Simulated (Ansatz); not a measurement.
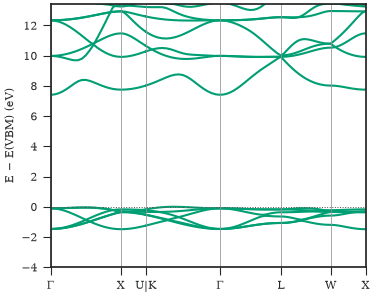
Fig. 1. Band structure from the program Ansatz at the r²SCAN level (PAW)

### Question
Read off the gap and where the band edges lie.

### Answer
About 7.4 eV (7.41 eV by a search for the band edges); maximum on the K–Γ line, 37 % of the way from K, minimum at Γ.

The material is BaF$_{2}$ (fluorite, space group No. 225).

Space group Fm-3m (fluorite). The r²SCAN relaxation kept the symmetry of its start. Scalar-relativistic: spin–orbit coupling is off unless named, which matters more the heavier the elements.

Potentials: the later of the program's two PAW sets.
